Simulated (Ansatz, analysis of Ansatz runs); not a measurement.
# Can an added electron hop between Cr atoms in LaCrO4 (P2_1/c)?, part 2 of 3

Question: does an added electron stay on the Cr atom where it is started in LaCrO4 (P2_1/c), and if so, how high is the barrier for a hop to another Cr site nearby? Model: a cell of 48 host atoms.

Ansatz 0.2.0; plane-wave PAW DFT, PBEsol+U; relaxation of all atoms of a supercell at fixed charge in a uniform background; PAW set soft_1.

So far. Step 2 (The cell without the carrier): The largest displacement from an ideal site is 0.024 Å.

## (3) The electron on the first site

The nearest neighbour or neighbours of the site start displaced and the site's starting moment is changed by the carrier's spin, since a carrier doesn't trap itself in the undistorted lattice.

The input, A.relax/input.yaml:

```yaml
crystal:
  lattice:
    - [6.63091836, 7.17871848, 0.02486774]
    - [-6.63091836, 7.17871848, -0.02486774]
    - [-4.76261004, 0.0, 6.75059431]
  atoms:
    - { symbol: La, position: [0.418243, 0.237557, 0.282361] }
    - { symbol: La, position: [0.918149, 0.737575, 0.282208] }
    - { symbol: La, position: [0.486707, 0.669134, 0.216802] }
    - { symbol: La, position: [0.986689, 0.168972, 0.217078] }
    - { symbol: La, position: [0.081333, 0.263753, 0.717149] }
    - { symbol: La, position: [0.581229, 0.763832, 0.716854] }
    - { symbol: La, position: [0.012733, 0.832223, 0.78225] }
    - { symbol: La, position: [0.512781, 0.332277, 0.782201] }
    - { symbol: Cr, position: [0.177821, 0.488466, 0.302305], spin: 1.0 }
    - { symbol: Cr, position: [0.67769, 0.988656, 0.302016], spin: 1.0 }
    - { symbol: Cr, position: [0.237728, 0.928654, 0.197063], spin: 1.0 }
    - { symbol: Cr, position: [0.737796, 0.428675, 0.197146], spin: 1.0 }
    - { symbol: Cr, position: [0.321734, 0.012802, 0.697066], spin: 1.0 }
    - { symbol: Cr, position: [0.821547, 0.512741, 0.69678], spin: 2.0 }
    - { symbol: Cr, position: [0.261637, 0.572657, 0.802004], spin: 1.0 }
    - { symbol: Cr, position: [0.761878, 0.072541, 0.802287], spin: 1.0 }
    - { symbol: O, position: [0.370632, 0.469879, 0.391403] }
    - { symbol: O, position: [0.870458, 0.970319, 0.391302] }
    - { symbol: O, position: [0.219222, 0.12145, 0.107765] }
    - { symbol: O, position: [0.719231, 0.621494, 0.10775] }
    - { symbol: O, position: [0.128992, 0.031065, 0.607811] }
    - { symbol: O, position: [0.615144, 0.532415, 0.601256] }
    - { symbol: O, position: [0.280079, 0.379874, 0.891529] }
    - { symbol: O, position: [0.780288, 0.879761, 0.891264] }
    - { symbol: O, position: [0.050674, 0.659239, 0.118726] }
    - { symbol: O, position: [0.550724, 0.159631, 0.118604] }
    - { symbol: O, position: [0.408702, 0.801736, 0.380387] }
    - { symbol: O, position: [0.908697, 0.30169, 0.380572] }
    - { symbol: O, position: [0.448743, 0.841871, 0.880515] }
    - { symbol: O, position: [0.957335, 0.329691, 0.893405] }
    - { symbol: O, position: [0.090647, 0.69953, 0.618649] }
    - { symbol: O, position: [0.590956, 0.199563, 0.618887] }
    - { symbol: O, position: [0.411466, 0.59083, 0.744468] }
    - { symbol: O, position: [0.911647, 0.09073, 0.744736] }
    - { symbol: O, position: [0.339873, 0.162554, 0.754652] }
    - { symbol: O, position: [0.84088, 0.673012, 0.758457] }
    - { symbol: O, position: [0.088024, 0.910366, 0.254754] }
    - { symbol: O, position: [0.587993, 0.410539, 0.254681] }
    - { symbol: O, position: [0.159698, 0.338543, 0.245012] }
    - { symbol: O, position: [0.659635, 0.838717, 0.244713] }
    - { symbol: O, position: [0.269316, 0.616847, 0.983958] }
    - { symbol: O, position: [0.76949, 0.116235, 0.984551] }
    - { symbol: O, position: [0.365791, 0.020343, 0.515057] }
    - { symbol: O, position: [0.868693, 0.520891, 0.501778] }
    - { symbol: O, position: [0.230055, 0.884684, 0.014967] }
    - { symbol: O, position: [0.730124, 0.384546, 0.015128] }
    - { symbol: O, position: [0.13396, 0.481038, 0.484428] }
    - { symbol: O, position: [0.633603, 0.981243, 0.483942] }
total_charge: -1
basis:
  ecutwfc: 420
  xc_grid: 2
hamiltonian:
  xc: pbesol
  hubbard:
    sites: [{ species: Cr, l: d, u_eff: 4.0 }]
    projectors: ortho-atomic
  pseudopotentials: { kind: paw, azcp: { folder: soft_1 }, xc_functional: pbe }
kpoints:
  mp_grid: { grid: [1, 1, 1] }
magnetization:
  spin_polarized: true
  initial_magnetization: 9
  spin_locking: { lock_magnetization: hard }
scf:
  occupations: { method: fermi_dirac, width: 0.01 }
  max_iter: 120
  lower_state_search: "off"
output:
  forces: true
relax:
  f_tol: 0.015
  max_steps: 70
  escape_saddle: false
checkpoint:
  write: "../A.relax.run"
  compress: false
  write_wavefunctions: true
  write_every: 100000
```

Launch:

```sh
ansatz run input.yaml --threads 4 --pin off --max-ram 9420MiB --backend cpu --events-out ev --progress --plain --runs-dir out
```

Numbers of over 12 decimals in the logs are rounded to 6 here.

The program printed:

```text
[...]
Crystal: 48 atoms, lattice volume = 644.377 Å³
Basis set: ecut = 420 eV, 12585 PW (Γ), exchange–correlation on 144×144×120 points (8 copies of the dense FFT grid, shifted against one another)
Bands: 249, of which v1, the nominal top of the filled ones, is band 197 counted from 1 (196 counted from 0)
Symmetry: 1 space group operations
[...]
k-points: 1
[...]
Starting moments: Σ|m| = 9 μB on 8 of 48 sites
[...]
SCF iter   1: F=—  HF=-94050.033554 eV  |F-HF|=—  |Δ(HF+E_count)|=         —  Δρ=1.24e-1 (↑1.24e-1 ↓5.27e-2)  dr2=3.05e2  dr2_m=1.07e1  M=9.000 μB ∫|m|=13.341 μB  β_m=0.30  ethr=3.10e-3  ⟨swp⟩=6.0  Hψ=1710  notcnv=0
[...]
spin=Collinear: Resta preconditioning applied to the charge; magnetization (m = ρ↑ − ρ↓) channel mixes plain (no charge-response kernel on spin).
SCF iter   2: F=—  HF=-94034.264409 eV  |F-HF|=—  |Δ(HF+E_count)|=    1.58e1  Δρ=5.84e-2 (↑5.84e-2 ↓3.13e-2)  dr2=4.23e1  dr2_m=2.21e0  M=9.000 μB ∫|m|=12.023 μB  β_m=0.26  ethr=3.10e-3  ⟨swp⟩=12.0  Hψ=2161  notcnv=0  defer=44
[...]
SCF iter  25: F=-94033.807658 eV  HF=-94033.807661 eV  |F-HF|=2.19e-6  |Δ(HF+E_count)|=   1.00e-6  Δρ=1.84e-5 (↑1.84e-5 ↓1.27e-5)  dr2=3.61e-6  dr2_m=5.76e-7  M=9.000 μB ∫|m|=11.690 μB  ethr=1.43e-9  ⟨swp⟩=2.0  Hψ=1612  notcnv=0
SCF 1 converged in 25 iterations: F = -94033.807658 eV  dr2 = 3.61e-6
[...]
relax step   1: F+E_penalty+E_count = -94033.80765838 eV  Δ(F+E_penalty+E_count) = +0.000e0 eV  max|allowed force component| = 1.439e0 eV/Å  Δτ_max = 0.0000 Å  (25 SCF iters, dr2 threshold 5.63e-6 eV, accepted)
[...]
relax step   2: F+E_penalty+E_count = -94033.92853083 eV  Δ(F+E_penalty+E_count) = -1.209e-1 eV  max|allowed force component| = 1.028e0 eV/Å  Δτ_max = 0.1196 Å  (12 SCF iters, dr2 threshold 1.00e-4 eV, accepted)
relax step   3: F+E_penalty+E_count = -94034.12601172 eV  Δ(F+E_penalty+E_count) = -1.975e-1 eV  max|allowed force component| = 3.634e-1 eV/Å  Δτ_max = 0.0561 Å  (7 SCF iters, dr2 threshold 6.60e-5 eV, accepted)
relax step   4: F+E_penalty+E_count = -94034.14155440 eV  Δ(F+E_penalty+E_count) = -1.554e-2 eV  max|allowed force component| = 1.360e-1 eV/Å  Δτ_max = 0.0202 Å  (11 SCF iters, dr2 threshold 1.65e-5 eV, accepted)
relax step   5: F+E_penalty+E_count = -94034.07755500 eV  Δ(F+E_penalty+E_count) = +6.400e-2 eV  max|allowed force component| = 3.232e-1 eV/Å  Δτ_max = 0.1141 Å  (18 SCF iters, dr2 threshold 2.31e-6 eV, rejected (line search))
relax step   6: F+E_penalty+E_count = -94034.14739158 eV  Δ(F+E_penalty+E_count) = -5.837e-3 eV  max|allowed force component| = 3.767e-2 eV/Å  Δτ_max = 0.0265 Å  (24 SCF iters, accepted)
relax step   7: F+E_penalty+E_count = -94034.14798748 eV  Δ(F+E_penalty+E_count) = -5.959e-4 eV  max|allowed force component| = 2.140e-2 eV/Å  Δτ_max = 0.0046 Å  (11 SCF iters, accepted)
SCF iter   1: F=—  HF=-94034.147876 eV  |F-HF|=—  |Δ(HF+E_count)|=         —  Δρ=4.25e-4 (↑4.25e-4 ↓2.38e-4)  dr2=9.33e-4  dr2_m=2.74e-4  M=9.000 μB ∫|m|=11.537 μB  β_m=0.30  ethr=2.46e-6  ⟨swp⟩=5.5  Hψ=1323  notcnv=0  defer=87
[...]
SCF iter  15: F=-94034.148437 eV  HF=-94034.148437 eV  |F-HF|=2.24e-8  |Δ(HF+E_count)|=   4.58e-8  Δρ=1.68e-6 (↑1.68e-6 ↓8.88e-7)  dr2=3.32e-8  dr2_m=2.52e-9  M=9.000 μB ∫|m|=11.536 μB  ethr=1.34e-11  ⟨swp⟩=4.0  Hψ=1609  notcnv=0
SCF 8 converged in 15 iterations: F = -94034.148437 eV  dr2 = 3.32e-8
relax step   8: F+E_penalty+E_count = -94034.14843733 eV  Δ(F+E_penalty+E_count) = -4.498e-4 eV  max|allowed force component| = 9.501e-3 eV/Å  Δτ_max = 0.0076 Å  (15 SCF iters, accepted)
NSCF: frozen V_eff on 1 k-points
[...]
SCF converged after 15 iterations
Stability checked in part: among states of this total moment the steps that led to this state did not find it unstable. No probe was made; neither looks for a lower state of another moment (fixed_total_moment; see scf.lower_state_search)
Magnetization: 9.0000 μB (201.0000 up, 192.0000 down)
Absolute magnetization: 11.6394 μB (∫|ρ↑−ρ↓|, with the PAW one-centre terms)
[...]
Per-site moments (μB) at R_I (Å): [(0.010641, 1.020651), (0.010977, 0.984455), (0.011650, 1.015834), [... 45 left out ...]
Free energy (F): -94034.148437 eV
[...]
Internal energy: -94034.148437 eV  (E = F + TS)
E sigma→0 (E₀):  -94034.148437 eV
Fermi energy:    9.447707 (↑ 9.447707, ↓ 9.098496) eV
[...]
--- Forces (eV/Å), atoms counted from 1 ---
  atom   1  La     0.00020576    -0.00014575     0.00023951
  atom   2  La     0.00097874     0.00074350    -0.00475785
  [... 5 atoms left out ...]
  atom   8  La    -0.00385642    -0.00508034     0.00114523
  [... 5 atoms left out ...]
  atom  14  Cr     0.00582128    -0.00504518    -0.00305050
  [... 1 atom left out ...]
  atom  16  Cr    -0.00346499    -0.00236882    -0.00075836
  [... 5 atoms left out ...]
  atom  22  O      0.00570976     0.00373856     0.00048808
  [... 7 atoms left out ...]
  atom  30  O      0.00119045     0.00075324     0.00047314
  [... 1 atom left out ...]
  atom  32  O      0.00177438    -0.00129292     0.00050983
  [... 1 atom left out ...]
  atom  34  O     -0.00001421     0.00230711     0.00178424
  [... 7 atoms left out ...]
  atom  42  O     -0.00092074     0.00483738     0.00093334
  [... 1 atom left out ...]
  atom  44  O     -0.00269445    -0.00075495     0.00852327
  [... 1 atom left out ...]
  atom  46  O      0.00153084     0.00520984    -0.00608771
  [... 2 atoms left out ...]
  max |Σ_I F_I| component: 2.01e-5 eV/Å
--- Band table (eV) ---
[...]
Occupation matrices written to <dir>
--- Relaxed structure (8 steps of the walk, 7 accepted, 0 SCFs on fresh bases) ---
  F+E_penalty+E_count = -94034.14843733 eV   max|allowed force component| = 9.501e-3 eV/Å
  atoms:
    - { symbol: La, position: [0.418240, 0.236886, 0.282634] }
    - { symbol: La, position: [0.917773, 0.731452, 0.291543] }
    [... 5 atoms left out ...]
    - { symbol: La, position: [0.513073, 0.337262, 0.775070] }
    [... 5 atoms left out ...]
    - { symbol: Cr, position: [0.821918, 0.511290, 0.704588] }
    [... 1 atom left out ...]
    - { symbol: Cr, position: [0.761789, 0.072642, 0.803536] }
    [... 5 atoms left out ...]
    - { symbol: O, position: [0.621696, 0.532038, 0.603729] }
    [... 7 atoms left out ...]
    - { symbol: O, position: [0.948045, 0.327046, 0.881383] }
    [... 1 atom left out ...]
    - { symbol: O, position: [0.592165, 0.200507, 0.617170] }
    [... 1 atom left out ...]
    - { symbol: O, position: [0.910828, 0.087609, 0.744169] }
    [... 7 atoms left out ...]
    - { symbol: O, position: [0.765732, 0.117213, 0.983842] }
    [... 1 atom left out ...]
    - { symbol: O, position: [0.871798, 0.520725, 0.515552] }
    [... 1 atom left out ...]
    - { symbol: O, position: [0.731462, 0.388856, 0.009901] }
    [... 2 atoms left out ...]
```

Wall time 2.1 min (4 threads of Arm Neoverse V1, shared host); peak memory 1.3 GiB.

Step by step:

| step | energy less that of the first step (eV) | largest force component (eV/Å) |
| --- | --- | --- |
| 1 | 0.0000 | 1.4387 |
| 2 | -0.1209 | 1.0278 |
| 3 | -0.3184 | 0.3634 |
| 4 | -0.3339 | 0.1360 |
| 5 | -0.2699 | 0.3232 |
| 6 | -0.3397 | 0.0377 |
| 7 | -0.3403 | 0.0214 |
| 8 | -0.3408 | 0.0095 |

Relaxation step 5 was tried and not accepted.

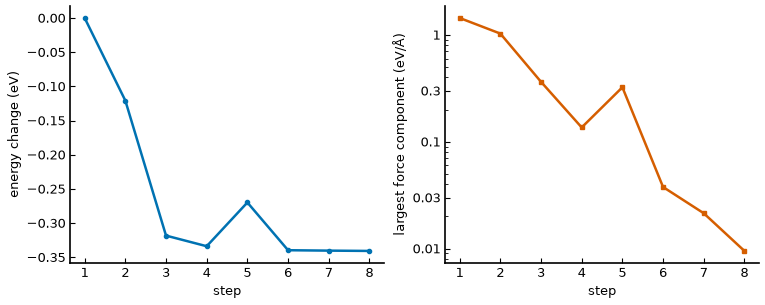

Energy and largest force along the relaxation.

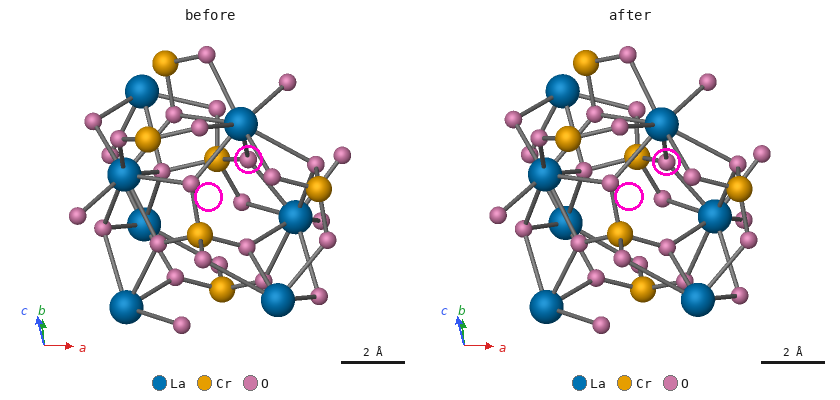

Before and after: the atoms that start within 5 Å of the centre. O30, which moves most, is ringed if it is among them. A ring with no atom in it marks the empty centre.

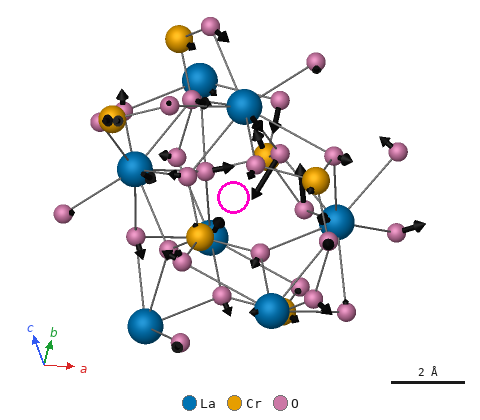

Displacements in the relaxation near the centre, exaggerated; the longest in the cell stands for 0.12 Å. A ring marks the centre wherever it is empty.

The atoms that moved most (Å):

```
atom      dx      dy      dz  length
 O30   0.013  -0.086  -0.081   0.119
 O44  -0.044   0.021   0.093   0.105
 La2  -0.006  -0.047   0.063   0.079
 O36   0.020  -0.032  -0.060   0.071
 La3   0.024   0.008   0.064   0.069
 O47   0.040   0.044   0.034   0.068
 La8   0.003   0.038  -0.048   0.061
Cr14  -0.025  -0.008   0.053   0.059
```

The moves above count from the input, in which the site's nearest neighbours were already displaced; the distances below compare with the cell without the carrier.

Distances from Cr14 without and with the electron:

```
atom  without (Å)  with (Å)
 O30         1.69      1.76
 O44         1.70      1.78
 O22         1.70      1.76
 O36         1.71      1.76
```

The largest changes of the moments are 0.71 μB on Cr14, 0.03 μB on Cr13 and 0.03 μB on Cr9. The largest part sits on the chosen site.

## (4) The electron on the second site

The same start is made on the second site, to get the end of the hop.

The input, B.relax/input.yaml:

```yaml
crystal:
  lattice:
    - [6.63091836, 7.17871848, 0.02486774]
    - [-6.63091836, 7.17871848, -0.02486774]
    - [-4.76261004, 0.0, 6.75059431]
  atoms:
    - { symbol: La, position: [0.418243, 0.237557, 0.282361] }
    - { symbol: La, position: [0.918149, 0.737575, 0.282208] }
[... 11 atom lines left out ...]
    - { symbol: Cr, position: [0.821547, 0.512741, 0.69678], spin: 1.0 }
[... 1 atom line left out ...]
    - { symbol: Cr, position: [0.761878, 0.072541, 0.802287], spin: 2.0 }
[... 5 atom lines left out ...]
    - { symbol: O, position: [0.62876, 0.531197, 0.607423] }
[... 7 atom lines left out ...]
    - { symbol: O, position: [0.948424, 0.341806, 0.880298] }
[... 3 atom lines left out ...]
    - { symbol: O, position: [0.922173, 0.092045, 0.740554] }
[... 7 atom lines left out ...]
    - { symbol: O, position: [0.770104, 0.119242, 0.997596] }
[... 5 atom lines left out ...]
    - { symbol: O, position: [0.633603, 0.981243, 0.483942] }
total_charge: -1
basis:
  ecutwfc: 420
  xc_grid: 2
hamiltonian:
  xc: pbesol
  hubbard:
    sites: [{ species: Cr, l: d, u_eff: 4.0 }]
    projectors: ortho-atomic
  pseudopotentials: { kind: paw, azcp: { folder: soft_1 }, xc_functional: pbe }
kpoints:
  mp_grid: { grid: [1, 1, 1] }
magnetization:
  spin_polarized: true
  initial_magnetization: 9
  spin_locking: { lock_magnetization: hard }
scf:
  occupations: { method: fermi_dirac, width: 0.01 }
  max_iter: 120
  lower_state_search: "off"
output:
  forces: true
relax:
  f_tol: 0.015
  max_steps: 70
  escape_saddle: false
checkpoint:
  write: "../B.relax.run"
  compress: false
  write_wavefunctions: true
  write_every: 100000
```

The program printed:

```text
[...]
Crystal: 48 atoms, lattice volume = 644.377 Å³
Basis set: ecut = 420 eV, 12585 PW (Γ), exchange–correlation on 144×144×120 points (8 copies of the dense FFT grid, shifted against one another)
Bands: 249, of which v1, the nominal top of the filled ones, is band 197 counted from 1 (196 counted from 0)
Symmetry: 1 space group operations
[...]
k-points: 1
[...]
Starting moments: Σ|m| = 9 μB on 8 of 48 sites
[...]
SCF iter   1: F=—  HF=-94050.032960 eV  |F-HF|=—  |Δ(HF+E_count)|=         —  Δρ=1.24e-1 (↑1.24e-1 ↓5.27e-2)  dr2=3.05e2  dr2_m=1.08e1  M=9.000 μB ∫|m|=13.340 μB  β_m=0.30  ethr=3.10e-3  ⟨swp⟩=6.0  Hψ=1716  notcnv=0
[...]
atoms:
    - { symbol: La, position: [0.419794, 0.238151, 0.288650] }
    - { symbol: La, position: [0.913487, 0.743427, 0.272819] }
    [... 5 atoms left out ...]
    - { symbol: La, position: [0.516928, 0.327398, 0.785327] }
    [... 5 atoms left out ...]
    - { symbol: Cr, position: [0.821353, 0.513967, 0.692154] }
    [... 1 atom left out ...]
    - { symbol: Cr, position: [0.760375, 0.072856, 0.794641] }
    [... 5 atoms left out ...]
    - { symbol: O, position: [0.629795, 0.528124, 0.605169] }
    [... 7 atoms left out ...]
    - { symbol: O, position: [0.951072, 0.345289, 0.878181] }
    [... 1 atom left out ...]
    - { symbol: O, position: [0.576170, 0.198919, 0.617796] }
    [... 1 atom left out ...]
    - { symbol: O, position: [0.921582, 0.087862, 0.749591] }
    [... 7 atoms left out ...]
    - { symbol: O, position: [0.769733, 0.122661, 0.983641] }
    [... 1 atom left out ...]
    - { symbol: O, position: [0.864261, 0.520366, 0.510112] }
    [... 1 atom left out ...]
    - { symbol: O, position: [0.728381, 0.392795, 0.009767] }
    [... 2 atoms left out ...]
[key lines of the parts left out:]
SCF converged after 11 iterations
Magnetization: 9.0000 μB (201.0000 up, 192.0000 down)
Free energy (F): -94034.148355 eV
Fermi energy:    9.448064 (↑ 9.448064, ↓ 9.098645) eV
```

Wall time 2.1 min (4 threads); peak memory 1.3 GiB; 8 min of CPU time.

Distances from Cr16 without and with the electron:

| atom | without (Å) | with (Å) |
| --- | --- | --- |
| O32 | 1.69 | 1.76 |
| O42 | 1.70 | 1.78 |
| O24 | 1.70 | 1.76 |
| O34 | 1.71 | 1.76 |

The largest changes of the moments are 0.71 μB on Cr16, 0.03 μB on Cr15 and 0.03 μB on Cr12. The largest part sits on the chosen site.

(Part 2 of 3 ends here.)

[Logs are printed without paths, hosts, clocks, repeated set-up lines and the standing remarks that a program may print on its own settings, such as how far it seeks lower states.]

[Hosts, paths, dates, database ids (printed as entryN), source tags and the programs' standing remarks are cut or masked in the printed files.]
